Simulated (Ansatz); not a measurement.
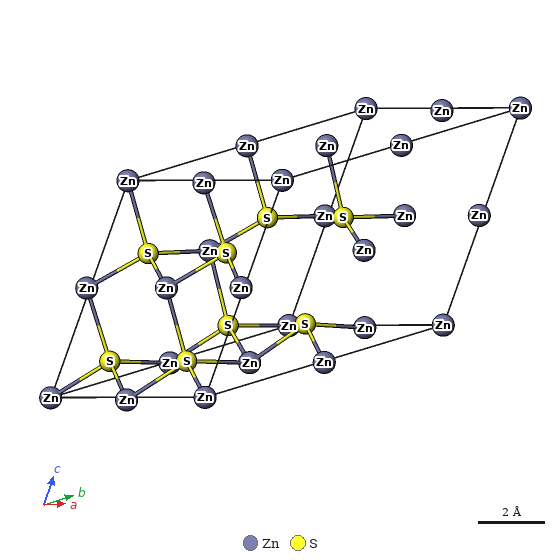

Drawn in the ball-and-stick manner and seen from a general direction. The wireframe shows the supercell. The host is ZnS, in a cell of 16 sites, and the cell carries a charge of -1.

Name the defect and give its surroundings.

A zinc vacancy. Around the empty site lie four S at about 2.3 Å.

Method used: DFT PBE, scalar-relativistic, plane waves, PAW (Ansatz 0.2.0). It ran with a 420 eV plane-wave basis, Brillouin-zone sampling on a 2×2×2 mesh, Gaussian smearing of 0.01 eV, collinear spins.

Does the defect leave unpaired spin?

Yes, 0.2 μB in the cell.

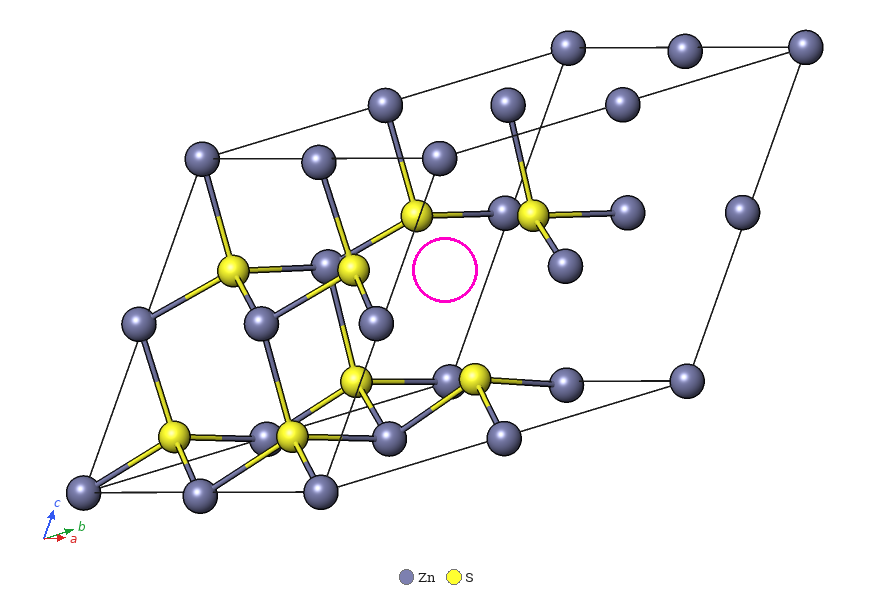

The same cell with a ring at the defect's site.

The atoms were relaxed in the host's cell with DFT PBE, scalar-relativistic, plane waves, PAW (Ansatz 0.2.0).
